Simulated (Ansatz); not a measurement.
GaH₃O₂···PH₃

```xyz
10

Ga   -0.1219   -0.1275   -0.0535
O    -0.1710   -0.5790    1.6865
H    -1.0493   -0.7475    2.0511
O     1.5295   -0.1588   -0.7491
H     2.2136   -0.4150   -0.1161
H    -1.3523    0.1710   -0.9512
P     0.2936    2.9560    1.5376
H     1.6540    2.7612    1.1570
H    -0.2002    2.7263    0.2142
H     0.1148    1.6050    1.9470
```

Method: Ansatz 0.2.0, RKS B3LYP/def2-mTZVP.

What can the converged electron density and electron localisation function tell about the bonding?

Ga–O (1.79 Å): ρ is about 0.88 e/Å³ halfway; the ELF peaks at about 0.85 in the valence shell of O, 0.6 Å from its nucleus, and is about 0.25 at the midpoint.
O–H (0.97 Å): ρ is about 3.6 e/Å³ halfway; the ELF climbs to about 1 towards the hydrogen, as it does in any bond to H (a covalent bond by its length).
Ga–H (1.55 Å): ρ is about 1 e/Å³ halfway; the ELF climbs to about 1 towards the hydrogen.

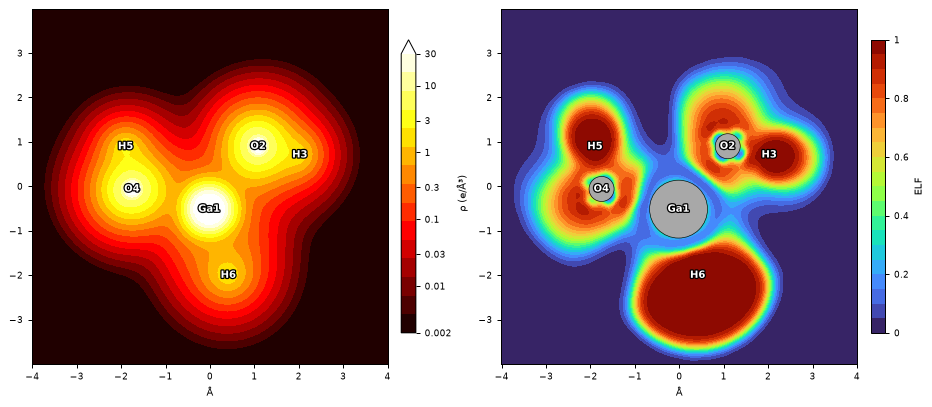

Computed electron density and electron localisation function on the plane of atoms Ga1, O4 and H5, in this order. Grey discs cover the atomic cores in the ELF map. 
